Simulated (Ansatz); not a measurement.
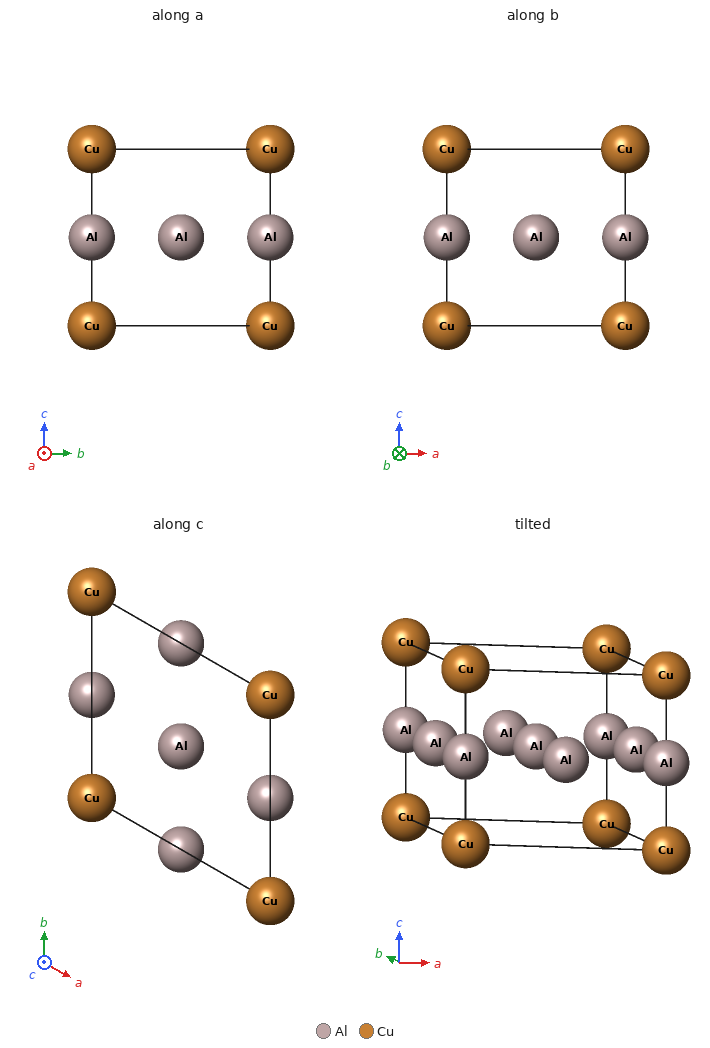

Spheres-only drawing of the structure, looking along the a axis, along the b axis, along the c axis and slightly off an axis. The conventional unit cell is outlined; an atom on or near a face, edge or corner is repeated at each equivalent position.

Lattice parameters: a = 5.3993 Å, b = 5.3993 Å, c = 4.6266 Å, α = 90.000°, β = 90.000°, γ = 120.000°.

Question: Record the structure as a CIF with its space group and independent sites.

Answer:
```cif
data_structure
_symmetry_space_group_name_H-M 'P 6/m m m'
_symmetry_Int_Tables_number 191
_cell_length_a 5.3993
_cell_length_b 5.3993
_cell_length_c 4.6266
_cell_angle_alpha 90.000
_cell_angle_beta 90.000
_cell_angle_gamma 120.000
_cell_volume 116.81
loop_
_atom_site_label
_atom_site_type_symbol
_atom_site_symmetry_multiplicity
_atom_site_Wyckoff_symbol
_atom_site_fract_x
_atom_site_fract_y
_atom_site_fract_z
_atom_site_occupancy
Al1 Al 1 b 0.0000 0.0000 0.5000 1
Al2 Al 3 g 0.5000 0.5000 0.5000 1
Cu1 Cu 1 a 0.0000 0.0000 0.0000 1
```

The starting point was a random cell made by a generator, so it need not be a real form of the compound. It is drawn as it came out of a relaxation with DFT PBE, scalar-relativistic, plane waves, PAW (Ansatz 0.2.0).
